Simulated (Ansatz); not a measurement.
**AgS4F (built on the sites of a database entry of AgClO4): from the cell to its phonons**

Wanted: phonon frequencies of AgS4F (built on the sites of a database entry of AgClO4) and what follows from them.

Calculated with Ansatz 0.2.0; DFT PBEsol, scalar-relativistic, plane waves, PAW.

The structure was built from a prototype and need not be the compound's stable phase.

## 1. Set-up

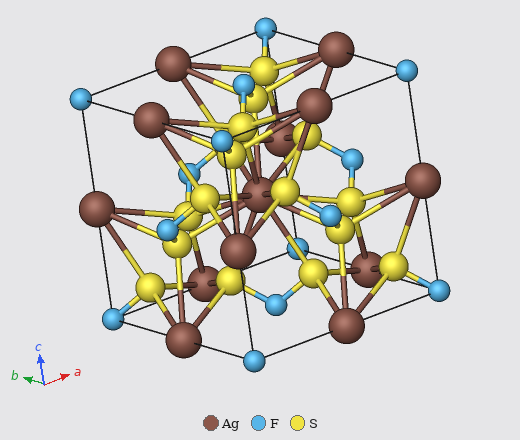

Start, viewed from a free direction; silver brown, fluorine blue, sulfur yellow. This picture shows the conventional cell, with its axes. Bonds to atoms that aren't drawn are left out. Some periodic images of atoms are drawn too.

As a file:

```cif
data_structure
_symmetry_space_group_name_H-M 'F-43m'
_symmetry_Int_Tables_number 216
_cell_length_a 7.7035
_cell_length_b 7.7035
_cell_length_c 7.7035
_cell_angle_alpha 90.000
_cell_angle_beta 90.000
_cell_angle_gamma 90.000
_cell_volume 457.16
loop_
_atom_site_label
_atom_site_type_symbol
_atom_site_symmetry_multiplicity
_atom_site_Wyckoff_symbol
_atom_site_fract_x
_atom_site_fract_y
_atom_site_fract_z
_atom_site_occupancy
Ag1 Ag 4 b 0.50000 0.00000 0.00000 1
F1 F 4 a 0.00000 0.00000 0.00000 1
S1 S 16 e 0.12700 0.37300 0.62700 1
```

## 2. Coarse relaxation

The start is far from rest, so a relaxation with loose tolerances brings it close first.

input.yaml

```yaml
crystal:
  lattice:
    - [0.0, 3.85177, 3.85177]
    - [3.85177, 0.0, 3.85177]
    - [3.85177, 3.85177, 0.0]
  atoms:
    - { symbol: Ag, position: [0.5, 0.5, 0.5] }
    - { symbol: F, position: [0.0, 0.0, 0.0] }
    - { symbol: S, position: [0.127, 0.127, 0.127] }
    - { symbol: S, position: [0.619, 0.127, 0.127] }
    - { symbol: S, position: [0.127, 0.127, 0.619] }
    - { symbol: S, position: [0.127, 0.619, 0.127] }
kpoints:
  mp_grid: { grid: [4, 4, 4] }
hamiltonian:
  xc: pbesol
scf:
  occupations: { method: gaussian, width: 0.1 }
output:
  forces: true
  stress: true
  eigenvalues: true
relax:
  adjacent_minimum: "off"
  f_tol: 0.05
  max_steps: 80
  cell: { stress_tol: 0.5 }
```

Run with:

```
ansatz run input.yaml --threads 8 --pin off --max-ram 14336MiB --backend cpu --events-out ev --progress --plain --runs-dir out
```

Numbers of over 12 decimals in the logs are rounded to 6 here.

The log of the run:

```text
The last accepted step is kept in <dir> (removed where the run ends without a failure and the disk answers)
Engine: ansatz 0.2.0, aarch64-unknown-linux-gnu
Pseudopotentials: kind: paw
Pseudopotential: Ag, paw, valence charge 19, recommended cutoff 420 eV (normal), Ag.paw.azcp
Pseudopotential: F, paw, valence charge 7, recommended cutoff 420 eV (normal), F.paw.azcp
[...]
- [0, 4.201189, 4.201189]
    - [4.201189, 0, 4.201189]
    - [4.201189, 4.201189, 0]
  atoms:
    - { symbol: Ag, position: [0.5, 0.5, 0.5] }
    - { symbol: F, position: [2.3550622639622982e-18, -6.192594000857036e-19, -8.913582273960891e-19] }
    - { symbol: S, position: [0.150916, 0.150916, 0.150916] }
    - { symbol: S, position: [0.547253, 0.150916, 0.150916] }
    - { symbol: S, position: [0.150916, 0.150916, 0.547253] }
    - { symbol: S, position: [0.150916, 0.547253, 0.150916] }
[key lines of the parts left out:]
SCF converged after 7 iterations
Free energy (F): -11854.564401 eV
Fermi energy:    4.440620 eV
P = ⅓ Tr σ = 0.0018 GPa (0.018 kbar)
```

Elapsed: 5.5 s, on 8 threads of Arm Neoverse V2, shared host; peak memory 0.51 GiB; 33 s of CPU time.

Step by step:

```csv
step,energy less that of the first step (eV),largest force component (eV/Å),pressure (GPa),volume (Å³)
1,0.0000,5.3127,22.49,114.29
2,-3.1992,2.6760,15.31,115.26
3,-5.0618,0.8954,5.37,128.20
4,-5.4636,0.4587,1.72,136.78
5,-5.5745,0.1607,-0.40,147.63
6,-5.5958,0.0165,0.10,144.34
7*,-5.6756,0.0140,0.95,144.34
8,-5.6784,0.1035,-0.43,148.99
9,-5.6840,0.0043,-0.01,148.30
10*,-5.6867,0.0044,0.00,148.30
```

Relaxation steps marked * repeat the geometry before them on a plane-wave basis chosen anew for their cell, so energy and pressure can jump there.

Forces are held to the 24 operations that the run works with; a distortion that breaks them can't arise in this run.

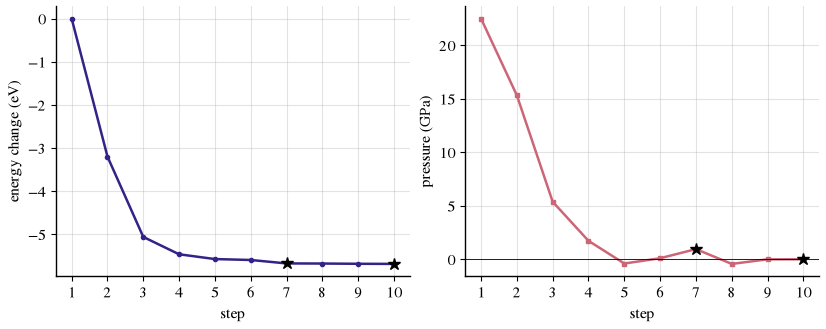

Energy and pressure along the relaxation. Stars mark steps on a basis chosen anew.

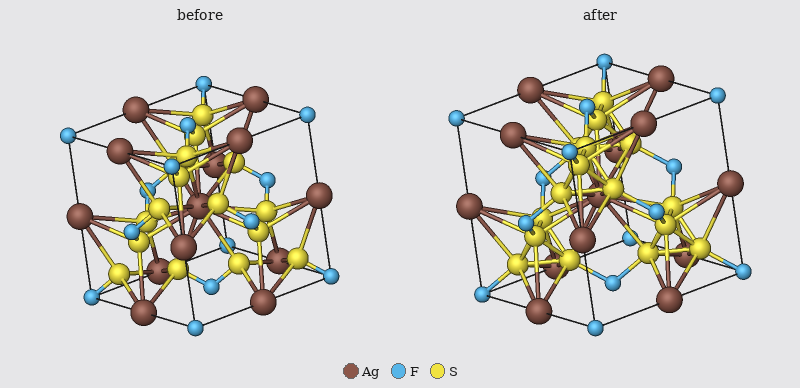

Before and after, at one scale. Bonds to atoms that aren't drawn are left out.

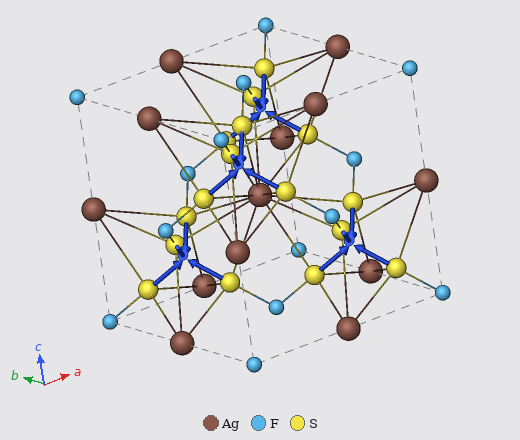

Displacements in the relaxation, exaggerated, measured against the changing cell; the longest in the cell stands for 0.35 Å. Bonds to atoms that aren't drawn are left out. Some periodic images of atoms are drawn too.

```csv
"conventional cell, symmetrised",before,after,change
a (Å),7.704,8.402,+9.1 %
b (Å),7.704,8.402,+9.1 %
c (Å),7.704,8.402,+9.1 %
volume (Å³/atom),19.05,24.72,+29.8 %
```

The atoms that moved most (Å, as changes of fractional coordinates times the final cell):

```csv
atom,dx,dy,dz,length
S3,0.201,0.201,0.201,0.348
S4,0.201,-0.201,-0.201,0.348
S6,-0.201,0.201,-0.201,0.348
S5,-0.201,-0.201,0.201,0.348
```

Final coordinates:

```xyz
6
Lattice="0.0000 4.2012 4.2012 4.2012 0.0000 4.2012 4.2012 4.2012 0.0000" Properties=species:S:1:pos:R:3 pbc="T T T"
Ag    4.2012    4.2012    4.2012
F     0.0000    0.0000    0.0000
S     1.2681    1.2681    1.2681
S     1.2681    2.9331    2.9331
S     2.9331    2.9331    1.2681
S     2.9331    1.2681    2.9331
```

This step gave:

```yaml
pressure: 0.001846 GPa
volume_per_atom: 24.72 Å³
gap_on_the_k_mesh: 0 eV
```

In this step the volume went from 19.05 to 24.72 Å³/atom.

## 3. Bringing the structure to rest

The cell and atoms are relaxed, since residual forces and stress would shift the frequencies.

input.yaml

```yaml
crystal:
  lattice:
    - [0.0, 4.2011885018, 4.2011885018]
    - [4.2011885018, 0.0, 4.2011885018]
    - [4.2011885018, 4.2011885018, 0.0]
  atoms:
    - { symbol: Ag, position: [0.5, 0.5, 0.5] }
    - { symbol: F, position: [0.0, 0.0, 0.0] }
    - { symbol: S, position: [0.150915703, 0.150915703, 0.150915703] }
    - { symbol: S, position: [0.547252891, 0.150915703, 0.150915703] }
    - { symbol: S, position: [0.150915703, 0.150915703, 0.547252891] }
    - { symbol: S, position: [0.150915703, 0.547252891, 0.150915703] }
kpoints:
  mp_grid: { grid: [8, 8, 8] }
hamiltonian:
  xc: pbesol
scf:
  occupations: { method: gaussian, width: 0.1 }
output:
  forces: true
  stress: true
  eigenvalues: true
relax:
  adjacent_minimum: "off"
  f_tol: 0.005
  max_steps: 80
  cell: { stress_tol: 0.05 }
```

The log of the run:

```text
[...]
Crystal: 6 atoms, lattice volume = 148.302 Å³
Basis set: ecut = 420 eV, 2891 PW (Γ), exchange–correlation on 80×80×80 points (8 copies of the dense FFT grid, shifted against one another)
Bands: 31, of which v1, the nominal top of the filled ones, is band 25 counted from 1 (24 counted from 0)
Symmetry: 24 space group operations
[...]
k-points: 29 of 512 (time reversal used)
[...]
cell:  # Å, volume = 148.9272 Å³
    - [0, 4.207086, 4.207086]
    - [4.207086, 0, 4.207086]
    - [4.207086, 4.207086, 0]
  atoms:
    - { symbol: Ag, position: [0.500000, 0.500000, 0.500000] }
    - { symbol: F, position: [0, 0, 0] }
    - { symbol: S, position: [0.151523, 0.151523, 0.151523] }
    - { symbol: S, position: [0.545432, 0.151523, 0.151523] }
    - { symbol: S, position: [0.151523, 0.151523, 0.545432] }
    - { symbol: S, position: [0.151523, 0.545432, 0.151523] }
[key lines of the parts left out:]
SCF converged after 7 iterations
Free energy (F): -11854.557454 eV
Fermi energy:    4.393688 eV
P = ⅓ Tr σ = 0.0373 GPa (0.373 kbar)
```

The job ended after 6.7 s (8 threads; peak memory 0.6 GiB; 49 s of CPU time).

The steps of the relaxation:

```csv
step,energy less that of the first step (eV),largest force component (eV/Å),pressure (GPa),volume (Å³)
1,0.0000,0.0473,0.02,148.30
2,-0.0005,0.0378,-0.01,148.55
3,-0.0011,0.0038,0.03,148.93
4*,-0.0015,0.0038,0.04,148.93
```

Relaxation steps marked * repeat the geometry before them on a plane-wave basis chosen anew for their cell, so energy and pressure can jump there.

The run keeps the 24 symmetry operations that it works with, so distortions that break them were not tested.

```csv
"conventional cell, symmetrised",before,after,change
a (Å),8.402,8.414,+0.1 %
b (Å),8.402,8.414,+0.1 %
c (Å),8.402,8.414,+0.1 %
volume (Å³/atom),24.72,24.82,+0.4 %
```

This step gave:

```yaml
pressure: 0.03732 GPa
volume_per_atom: 24.82 Å³
```

In this step the volume went from 24.72 to 24.82 Å³/atom.

## 4. Relaxing to small forces for the phonons

Phonons need a cell at rest on their own settings, so the relaxation is repeated with tight tolerances on forces and stress, using the mesh and the filling of the phonon run that follows.

input.yaml

```yaml
crystal:
  lattice:
    - [0.0, 4.2070857375, 4.2070857375]
    - [4.2070857375, 0.0, 4.2070857375]
    - [4.2070857375, 4.2070857375, 0.0]
  atoms:
    - { symbol: Ag, position: [0.5, 0.5, 0.5] }
    - { symbol: F, position: [0.0, 0.0, 0.0] }
    - { symbol: S, position: [0.1515227775, 0.1515227775, 0.1515227775] }
    - { symbol: S, position: [0.5454316674, 0.1515227775, 0.1515227775] }
    - { symbol: S, position: [0.1515227775, 0.1515227775, 0.5454316674] }
    - { symbol: S, position: [0.1515227775, 0.5454316674, 0.1515227775] }
kpoints:
  mp_grid: { grid: [8, 8, 8] }
hamiltonian:
  xc: pbesol
scf:
  occupations: { method: methfessel_paxton, width: 0.2 }
output:
  forces: true
  stress: true
  eigenvalues: true
relax:
  adjacent_minimum: "off"
  f_tol: 0.001
  max_steps: 60
  cell: { stress_tol: 0.01 }
```

The log of the run:

```text
[...]
Crystal: 6 atoms, lattice volume = 148.927 Å³
Basis set: ecut = 420 eV, 2891 PW (Γ), exchange–correlation on 80×80×80 points (8 copies of the dense FFT grid, shifted against one another)
Bands: 31, of which v1, the nominal top of the filled ones, is band 25 counted from 1 (24 counted from 0)
Symmetry: 24 space group operations
[...]
k-points: 29 of 512 (time reversal used)
[...]
- [0.0, 4.2070857375, 4.2070857375]
    - [4.2070857375, 0.0, 4.2070857375]
    - [4.2070857375, 4.2070857375, 0.0]
  atoms:
    - { symbol: Ag, position: [0.5, 0.5, 0.5] }
[...]
- { symbol: S, position: [0.151522777525, 0.151522777525, 0.151522777525] }
    - { symbol: S, position: [0.545431667425, 0.151522777525, 0.151523] }
    - { symbol: S, position: [0.151522777525, 0.151522777525, 0.545431667425] }
    - { symbol: S, position: [0.151522777525, 0.545431667425, 0.151523] }
[key lines of the parts left out:]
SCF converged after 8 iterations
Free energy (F): -11854.533232 eV
Fermi energy:    4.391868 eV
P = ⅓ Tr σ = 0.0092 GPa (0.092 kbar)
```

It took 3.8 s on 8 threads; peak memory 0.59 GiB.

Little changed from the start: no atom moved by 0.005 Å and no cell edge by 0.1 %.

Numbers from this step:

* pressure: 0.009213 GPa

The largest force component left is 0.069 meV/Å and the pressure is 0.009 GPa, within the tolerances set. The cell now holds 24.82 Å³/atom.

## 5. Modes at Γ

The zone centre comes first: it holds the modes that light can see, as far as symmetry allows. No field response is asked, since the mesh shows no gap.

Edit input.yaml of step 4 so:

```diff
@@ -19,9 +19,4 @@
 output:
-  forces: true
-  stress: true
   eigenvalues: true
-relax:
-  adjacent_minimum: "off"
-  f_tol: 0.001
-  max_steps: 60
-  cell: { stress_tol: 0.01 }
+phonons:
+  method: dfpt
```

The log of the run:

```text
[...]
Crystal: 6 atoms, lattice volume = 148.927 Å³
Basis set: ecut = 420 eV, 2891 PW (Γ), exchange–correlation on 80×80×80 points (8 copies of the dense FFT grid, shifted against one another)
Bands: 31, of which v1, the nominal top of the filled ones, is band 25 counted from 1 (24 counted from 0)
Symmetry: 24 space group operations
k-points: 150 of 512 (irreducible under 2 space group operations, time reversal used)
[...]
SCF iter   1: F=—  HF=-11854.709282 eV  |F-HF|=—  |Δ(HF+E_count)|=         —  Δρ=2.10e-2  dr2=1.07e0  ethr=1.77e-3  ⟨swp⟩=5.5  Hψ=19403  notcnv=0
[...]
SCF iter  15: F=-11854.533232 eV  HF=-11854.533232 eV  |F-HF|=1.82e-12  |Δ(HF+E_count)|=  3.64e-12  S|Δr|=    0.00e0  Δρ=2.81e-8  dr2=1.84e-12  ethr=1.00e-12  ⟨swp⟩=5.0  Hψ=19438  notcnv=0
SCF 1 converged in 15 iterations: F = -11854.533232 eV  dr2 = 1.84e-12
[...]
DFPT response loops at Γ: preconditioner auto → none (partly filled bands, converged f_vac=0.158); β = 0.50; Broyden in place of MSR1
SCF converged after 15 iterations
[...]
Free energy (F): -11854.533232 eV
[...]
Internal energy: -11854.503793 eV  (E = F + TS)
E sigma→0 (E₀):  -11854.525872 eV
Entropy (-TS):   -0.029439 eV (-4.907 meV/atom)
Fermi energy:    4.391869 eV
Step filling:    the computed levels leave a gap of 0.0000 eV = 0.0 smearing widths at the electron count; against every level under it full and every level over it empty, smearing changes F+E_penalty+E_count by -11.886 meV and its σ→0 estimate by -4.526 meV
[...]
--- Band table (eV; the first three rows and the last of 150) ---
  k-point 0: bands = [... 21 lower, 1.6024, 1.6024, 4.4901, 4.9959, 4.9959, 4.9959, 6.0738, 6.0738, ... 2 higher]
  k-point 1: bands = [... 21 lower, 1.6424, 1.6424, 4.5334, 4.8547, 4.8547, 4.9987, 6.0307, 6.1050, ... 2 higher]
  k-point 2: bands = [... 21 lower, 1.6280, 1.6280, 4.4464, 4.5725, 4.5725, 5.0056, 6.0915, 6.1464, ... 2 higher]
  k-point 149: bands = [... 21 lower, 1.5000, 1.5000, 3.9778, 4.2659, 4.2659, 5.0153, 6.1685, 6.1685, ... 2 higher]
--- Phonons (Γ-DFPT): 3 representative perturbations + reference, on 150 of 512 k-points (Σ response iterations 10) ---
  k mesh reduced under 2 symmetry operations, with k and −k counted as one. Each operation leaves every solved perturbation unchanged. A smaller set is not used because it would not reduce the number of displacements times k-points to solve
  ASR residual: 3.874e-5 → 0.000e0 eV/Å²; symmetrization residual: 3.586e-6 eV/Å²
  ASR residual per site (eV/Å²): 3.68e-6 3.87e-5 5.95e-6 5.95e-6 5.95e-6 5.95e-6
  Γ frequencies (cm⁻¹): -435.30 -435.30 -392.17 -392.17 -392.17 -81.25 -81.25 -81.25 -52.78 -52.78 -52.78 -35.05 -35.05 -35.05 0.00 0.00 0.00 324.40
  non-analytic LO–TO correction: not included (Born effective charges unavailable; polar crystals: no LO–TO splitting at Γ)
```

The job ended after 39 s (8 threads; peak memory 2.4 GiB).

Numbers from this step:

* sum-rule residual before enforcement: 3.87e-5 eV/Å²
* point group: -43m
* highest optical mode at the zone centre (no LO-TO term): 324.4 cm⁻¹
* lowest optical zone-centre mode: -435.3 cm⁻¹

Patterns of degenerate modes are one choice out of their space. Modes at Γ, with each element's share of the kinetic energy (negative means imaginary):

```csv
mode,frequency (cm⁻¹),symmetry,Ag %,F %,S %
1,-435.3,E,0,0,100
2,-435.3,E,0,0,100
3,-392.2,T2,1,17,82
4,-392.2,T2,1,17,82
5,-392.2,T2,1,17,82
6,-81.2,T1,0,0,100
7,-81.2,T1,0,0,100
8,-81.2,T1,0,0,100
9,-52.8,T2,39,5,56
10,-52.8,T2,39,5,56
11,-52.8,T2,39,5,56
12,-35.0,T2,18,71,11
13,-35.0,T2,18,71,11
14,-35.0,T2,18,71,11
15,0.0,acoustic,42,7,50
16,0.0,acoustic,42,7,50
17,0.0,acoustic,42,7,50
18,324.4,A1,0,0,100
```

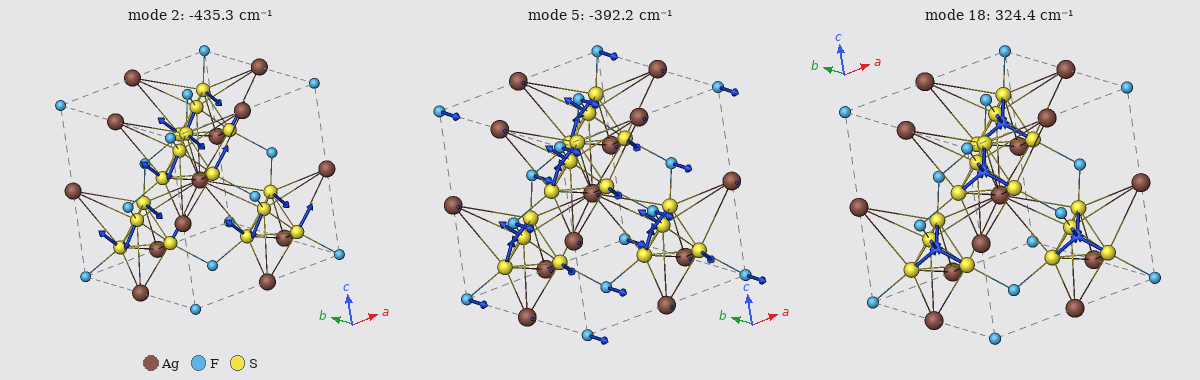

Displacement patterns of modes 2, 5 and 18 at Γ; arrows are exaggerated. Bonds to atoms that aren't drawn are left out. Some periodic images of atoms are drawn too.

Before it was imposed, the acoustic sum rule was missed by 3.9e-5 eV/Å². Small misses are needed for a sound result but don't prove that mesh and cutoff are converged. The lowest optical mode is imaginary, 435.3i cm⁻¹, so the energy falls along it.

(Part 1 of 2 ends here.)

[Logs are printed without paths, hosts, clocks, repeated set-up lines and the standing remarks that a program may print on its own settings, such as how far it seeks lower states.]

[Hosts, paths, dates, database ids (printed as entryN), source tags and the programs' standing remarks are cut or masked in the printed files.]
